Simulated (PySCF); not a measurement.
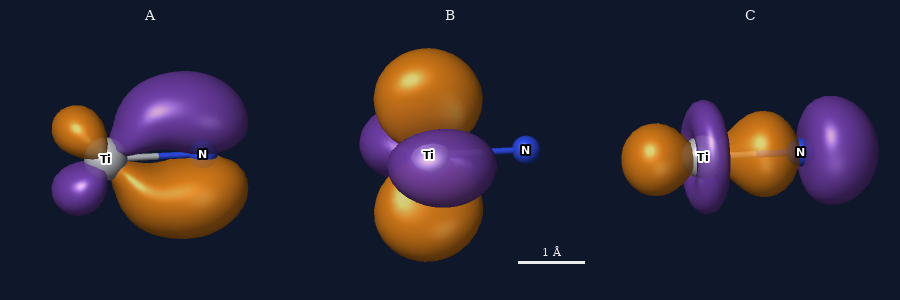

The picture shows: TiN (doublet). Three frontier α-spin orbitals, each drawn at the value that holds 80 % of its norm (orange and purple are the two phases), in no order; of a degenerate pair one member is drawn.

Computed with PBE0/def2-TZVPP, non-relativistic Hamiltonian with scalar-relativistic core potentials where named, at a bond length of 1.541 Å in PySCF.

Name the orbitals and rank them from lowest to highest energy.

Answer. Orbital A: π, occupied in this spin, −7.99 eV; bonding, with no node between the atoms.
Orbital C: σ, occupied in this spin, −7.51 eV; shared between the atoms (Ti 45 %, N 55 %).
Orbital B: δ, empty in this spin, −2.48 eV; almost wholly on Ti.
